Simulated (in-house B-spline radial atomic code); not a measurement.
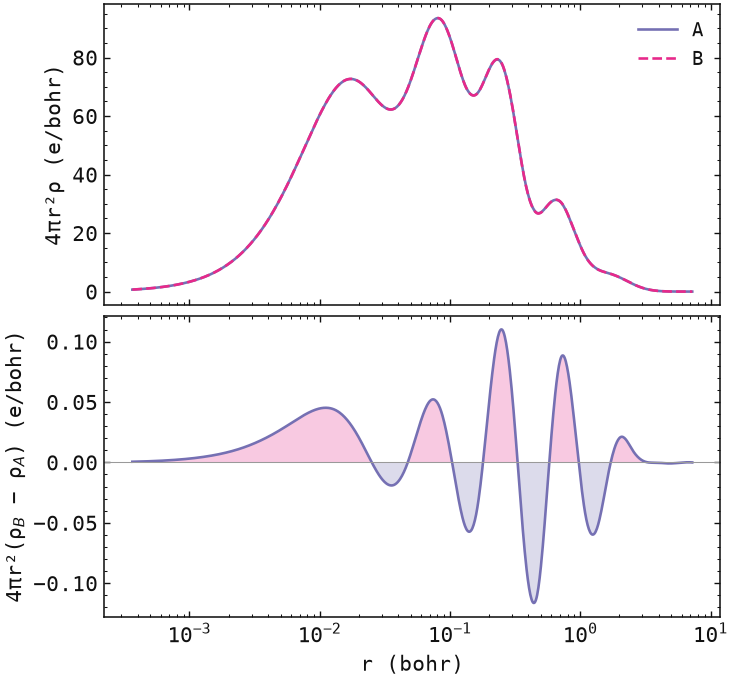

The Cs⁺ ion in [Xe] was computed by two methods: PBE0; PBEsol. Both runs are scalar-relativistic, spin-polarised and spherical. Computed with an in-house B-spline radial code.

The plot shows both radial densities and the radial density of run B less that of run A; on the logarithmic r axis, areas aren't charges.

A is PBEsol and B is PBE0.

Where does the charge move between the methods?

B holds 0.050 electrons more than A where the difference is positive (most at r = 0.25 bohr) and as many fewer where it is negative (most at r = 0.44 bohr), out of 54 electrons.
